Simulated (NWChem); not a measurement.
**the pair BNH3Cl···BNH6, step by step**

Aim: a single-point energy (singlet B2N2H9Cl, MP2/def2-SVP), then a single-point energy (singlet BNH3Cl, MP2/def2-SVP), then the energy (singlet BNH6, MP2/def2-SVP), then the energy (singlet BNH3Cl, MP2/def2-SVP), then a single-point energy (singlet BNH6, MP2/def2-SVP) of B2ClH9N2 and its partners. 

The calculation is run with NWChem 7.3.0.

## 1. The molecule

B2N2H9Cl: 14 atoms, total charge 0, spin state singlet. The two molecules were placed rigidly side by side, at 0.8 times their contact distance; the pair isn't optimised.

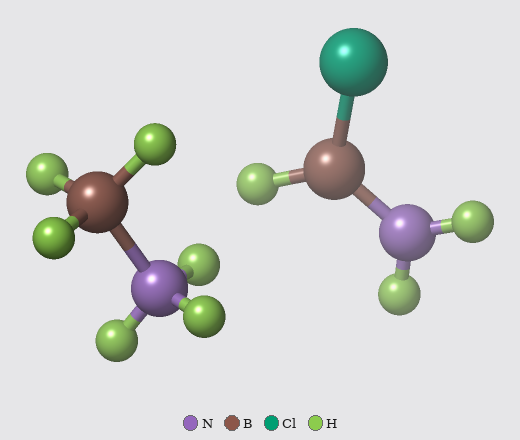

The structure, seen from a chosen angle (nitrogen purple, boron brown, chlorine teal, hydrogen green).

## 2. A single-point energy at MP2/def2-SVP (run 1)

b2clh9n2.nw

```
start b2clh9n2
title "B2ClH9N2 energy"
memory 2200 mb

geometry units bohr noautosym nocenter noautoz
  N  -0.76089822  0.00544241 -1.22894559
  B   0.68512021 -0.28009521  0.92855473
  Cl  0.98804330  2.26763356  3.06829162
  H  -0.98048440 -1.39578951 -2.49241648
  H  -1.67363594  1.61605599 -1.66396054
  H   1.74185506 -2.21328503  1.38851406
  B   8.43471697 -0.89724196  1.28476810
  N   6.68176922 -1.69941181 -1.13884345
  H   7.51568646  1.04577444  2.07705468
  H   8.26696598 -2.64569216  2.75525848
  H  10.54540877 -0.62330726  0.43796293
  H   7.31718963 -3.32431171 -1.93517404
  H   6.70557977 -0.33193039 -2.48349697
  H   4.86014883 -1.97380004 -0.60518479
end

basis "ao basis" spherical bse
  * library def2-SVP
end

scf
  thresh 1e-08
  maxiter 80
  print low
end

mp2
  freeze core 9
  tight
end

task mp2
```

On the command line:

```sh
$ nwchem b2clh9n2.nw > b2clh9n2.out
```

The log of the run, cut to the lines that bear on the results:

```text
[...]
  functions       =   119
[...]
  wavefunction    = RHF
[...]
         Total SCF energy =   -622.822364602490
      One-electron energy =  -1248.625361319547
      Two-electron energy =    427.583763317966
 Nuclear repulsion energy =    198.219233399091
        Time for solution =     19.1s
[...]
          Total MP2 energy          -623.515336687403
[...]
```

It took 25 s on 1 thread of Intel Xeon Platinum 8488C (Sapphire Rapids), shared host; peak memory 0.49 GiB.

## 3. BNH3Cl: a single-point energy at MP2/def2-SVP (run 2)

m1.nw

```
start m1
title "BClH3N"
memory 2200 mb
charge 0

geometry units atomic noautosym nocenter noautoz
  N  -0.76089822  0.00544241 -1.22894559
  B   0.68512021 -0.28009521  0.92855473
  Cl  0.98804330  2.26763356  3.06829162
  H  -0.98048440 -1.39578951 -2.49241648
  H  -1.67363594  1.61605599 -1.66396054
  H   1.74185506 -2.21328503  1.38851406
end

basis spherical bse
  * library def2-SVP
end

scf
  thresh 1e-08
  maxiter 80
  noprint "final vectors analysis"
end

mp2
  freeze core 7
  tight
end

task mp2 energy
```

On the command line:

```sh
$ nwchem m1.nw > m1.out
```

The log of the run, cut to the lines that bear on the results:

```text
[...]
  functions       =    61
[...]
  wavefunction    = RHF
[...]
         Total SCF energy =   -540.267057038692
      One-electron energy =   -914.023125764360
      Two-electron energy =    288.357915225667
 Nuclear repulsion energy =     85.398153500000
        Time for solution =      2.5s
[...]
          Total MP2 energy          -540.657395650185
[...]
```

Run time: 3.9 s. Hardware: 1 thread of Intel Xeon Platinum 8488C (Sapphire Rapids), shared host; peak memory 0.12 GiB.

## 4. BNH6: a single-point energy at MP2/def2-SVP (run 3)

sp.nw

```
start sp
title "BH6N energy"
memory 2200 mb

geometry units angstroms noautosym nocenter noautoz
  B     4.463460   -0.474800    0.679870
  N     3.535840   -0.899290   -0.602650
  H     3.977130    0.553400    1.099130
  H     4.374690   -1.400040    1.458020
  H     5.580390   -0.329840    0.231760
  H     3.872090   -1.759150   -1.024050
  H     3.548440   -0.175650   -1.314210
  H     2.571880   -1.044490   -0.320250
end

basis spherical bse
  B library def2-SVP
  N library def2-SVP
  H library def2-SVP
end

scf
  thresh 1e-08
  maxiter 80
  noprint "final vectors analysis"
end

mp2
  freeze core 2
  tight
end

task mp2 energy
```

On the command line:

```sh
$ nwchem sp.nw > sp.out
```

The log of the run, cut to the lines that bear on the results:

```text
[...]
  functions       =    58
[...]
  wavefunction    = RHF
[...]
         Total SCF energy =    -82.559701789475
      One-electron energy =   -190.791088388807
      Two-electron energy =     67.476842998362
 Nuclear repulsion energy =     40.754543600969
        Time for solution =      1.9s
[...]
          Total MP2 energy           -82.857721672372
[...]
```

Wall time 2.9 s (1 thread of Intel Xeon Platinum 8488C (Sapphire Rapids), shared host); peak memory 0.12 GiB.

## 5. BNH3Cl among ghost functions: the energy at MP2/def2-SVP (with ghost functions) (run 4)

bclh3n.nw

```
start bclh3n
memory total 2200 mb
charge 0

geometry noautosym nocenter noautoz
 N     -0.402650     0.002880    -0.650330
 B      0.362550    -0.148220     0.491370
 Cl     0.522850     1.199980     1.623670
 H     -0.518850    -0.738620    -1.318930
 H     -0.885650     0.855180    -0.880530
 H      0.921750    -1.171220     0.734770
 bqB      4.463460    -0.474800     0.679870
 bqN      3.535840    -0.899290    -0.602650
 bqH      3.977130     0.553400     1.099130
 bqH      4.374690    -1.400040     1.458020
 bqH      5.580390    -0.329840     0.231760
 bqH      3.872090    -1.759150    -1.024050
 bqH      3.548440    -0.175650    -1.314210
 bqH      2.571880    -1.044490    -0.320250
end

basis spherical bse
 N library def2-SVP
 B library def2-SVP
 Cl library def2-SVP
 H library def2-SVP
 bqB library B def2-SVP
 bqN library N def2-SVP
 bqH library H def2-SVP
end

scf
 thresh 1e-08
 maxiter 80
 print low
end

mp2
 freeze core 7
 tight
end

task mp2
```

On the command line:

```sh
$ nwchem bclh3n.nw > bclh3n.out
```

The log of the run, cut to the lines that bear on the results:

```text
[...]
  functions       =   119
[...]
  wavefunction    = RHF
[...]
         Total SCF energy =   -540.267914047117
      One-electron energy =   -913.997894407168
      Two-electron energy =    288.331820636794
 Nuclear repulsion energy =     85.398159723258
        Time for solution =     15.3s
[...]
          Total MP2 energy          -540.659122265512
[...]
```

Wall time 20 s (1 thread of Intel Xeon Platinum 8488C (Sapphire Rapids), shared host); peak memory 0.34 GiB.

## 6. BNH6 among ghost functions: the energy at MP2/def2-SVP (with ghost functions) (run 5)

sp.nw

```
start sp
title "BH6N"
memory 2200 mb
charge 0

geometry noautosym nocenter noautoz
 B      4.463460    -0.474800     0.679870
 N      3.535840    -0.899290    -0.602650
 H      3.977130     0.553400     1.099130
 H      4.374690    -1.400040     1.458020
 H      5.580390    -0.329840     0.231760
 H      3.872090    -1.759150    -1.024050
 H      3.548440    -0.175650    -1.314210
 H      2.571880    -1.044490    -0.320250
 bqN     -0.402650     0.002880    -0.650330
 bqB      0.362550    -0.148220     0.491370
 bqCl     0.522850     1.199980     1.623670
 bqH     -0.518850    -0.738620    -1.318930
 bqH     -0.885650     0.855180    -0.880530
 bqH      0.921750    -1.171220     0.734770
end

basis "ao basis" spherical bse
 B library def2-SVP
 N library def2-SVP
 H library def2-SVP
 bqN library N def2-SVP
 bqB library B def2-SVP
 bqCl library Cl def2-SVP
 bqH library H def2-SVP
end

scf
 thresh 1e-08
 maxiter 80
 print low
end

mp2
 freeze core 2
 tight
end

task mp2 energy
```

On the command line:

```sh
$ nwchem sp.nw > sp.out
```

The log of the run, cut to the lines that bear on the results:

```text
[...]
  functions       =   119
[...]
  wavefunction    = RHF
[...]
         Total SCF energy =    -82.559929365725
      One-electron energy =   -190.789578508969
      Two-electron energy =     67.475105542275
 Nuclear repulsion energy =     40.754543600969
        Time for solution =     13.5s
[...]
          Total MP2 energy           -82.858375019816
[...]
```

Run time: 18 s. Hardware: 1 thread of Intel Xeon Platinum 8488C (Sapphire Rapids), shared host; peak memory 0.3 GiB.

## 7. Summary of results

| quantity | value |
| --- | --- |
| run 1, MP2/def2-SVP: total energy | -623.51534 Eh |
| run 1, MP2/def2-SVP: correlation energy (9 core orbitals frozen) | -693.0 mEh |
| BNH3Cl: total energy | -540.65740 Eh |
| BNH3Cl: correlation energy (7 core orbitals frozen) | -390.3 mEh |
| BNH6: total energy | -82.85772 Eh |
| BNH6: correlation energy (2 core orbitals frozen) | -298.0 mEh |
| BNH3Cl among ghost functions: total energy | -540.65912 Eh |
| BNH3Cl among ghost functions: correlation energy (7 core orbitals frozen) | -391.2 mEh |
| BNH6 among ghost functions: total energy | -82.85838 Eh |
| BNH6 among ghost functions: correlation energy (2 core orbitals frozen) | -298.4 mEh |
| interaction energy of the rigid parts BNH3Cl and BNH6 (parts in their own basis; closest atoms 1.96 Å apart) | -0.006 eV |
| interaction energy of the rigid parts BNH3Cl and BNH6 (parts in the whole basis, counterpoise; closest atoms 1.96 Å apart) | 0.059 eV |

The interaction energy of the rigid parts BNH3Cl and BNH6 (parts in their own basis; closest atoms 1.96 Å apart) is −0.01 eV (−0.1 kcal/mol). Without counterpoise this holds the superposition error of the basis. The interaction energy of the rigid parts BNH3Cl and BNH6 (parts in the whole basis, counterpoise; closest atoms 1.96 Å apart) is 0.06 eV (5.7 kJ/mol): the parts repel at this shape. The basis-set superposition error is 6.2 kJ/mol. It is larger than the uncorrected attraction, which is thus an artefact of the basis.
